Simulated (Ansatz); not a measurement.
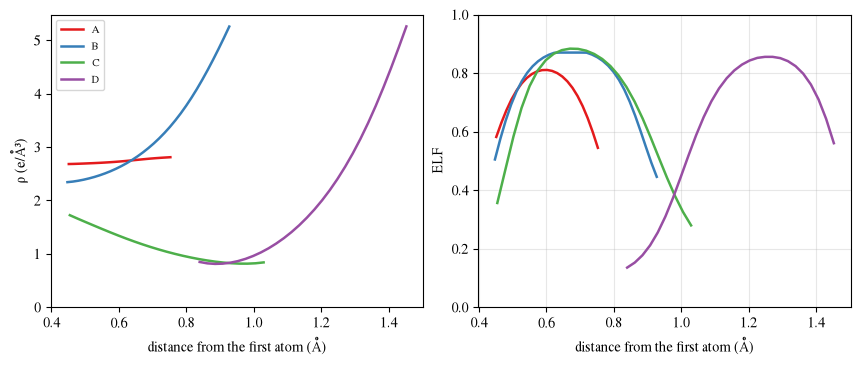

C3H4OZn. Electron density and electron localisation function along straight lines between neighbouring atoms. The curves leave out the atomic cores.

Geometry: PBE0-D4/def2-TZVP.

Level of theory: Ansatz, RKS PBE0-D4/def2-TZVPP.

```xyz
9

C    -1.4625    2.0368    2.0324
C    -0.5604    1.7925    1.2720
O     0.4059    1.5532    0.4682
Zn    0.5495   -0.0321   -0.4058
C     0.7939   -1.6656   -1.3757
H    -2.2476    2.2736    2.7064
H    -0.1461   -2.2178   -1.4179
H     1.1225   -1.4537   -2.3943
H     1.5447   -2.2869   -0.8853
```

Question: Which curve belongs to which contact (C–C, C–O, C–Zn and Zn–O)? The first atom named is at distance zero.

Answer: Curve A: C–C (1.20 Å): ρ at the midpoint is about 2.7 e/Å³; the ELF peaks at about 0.80 between the atoms: a short, multiple covalent bond. Curve B: C–O (1.28 Å): the density is about 2.8 e/Å³ at the midpoint; the ELF peaks at about 0.85 between the atoms: a polar covalent bond. Curve C: C–Zn (1.92 Å): ρ at the midpoint is about 0.82 e/Å³; the ELF peaks at about 0.90 in the valence shell of C, 0.7 Å from its nucleus, and is about 0.45 at the midpoint. Curve D: Zn–O (1.82 Å): ρ is about 0.81 e/Å³ halfway; the ELF peaks at about 0.85 in the valence shell of O, 0.6 Å from its nucleus, and is about 0.20 at the midpoint.
